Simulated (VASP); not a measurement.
Band structure of Ag$_{3}$InO$_{8}$P$_{2}$ (space group C2/m). Computed with r2SCAN meta-GGA, VASP's PBE PAW potentials (set 64) (plane waves; VASP).

The path is coarsely sampled, so an indirect gap can come out somewhat too large. Unless said otherwise, spin-orbit coupling is left out, though it shifts the bands of the heavy elements here.

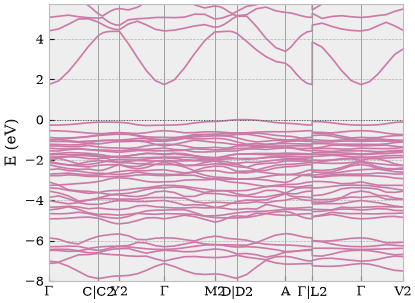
Figure. Bands along high-symmetry lines, zero at the valence-band maximum or, without a gap, the Fermi level

Q: Read the plot: is there a gap, and where are the band edges?

A: The gap is indirect, 1.74 eV, from the valence maximum at D2-A at 0.20 to the conduction minimum at Γ.

The structure comes from a computed database's Ag3InO8P2 entry (C2/m); how it stands against other phases isn't given here. It was relaxed first.
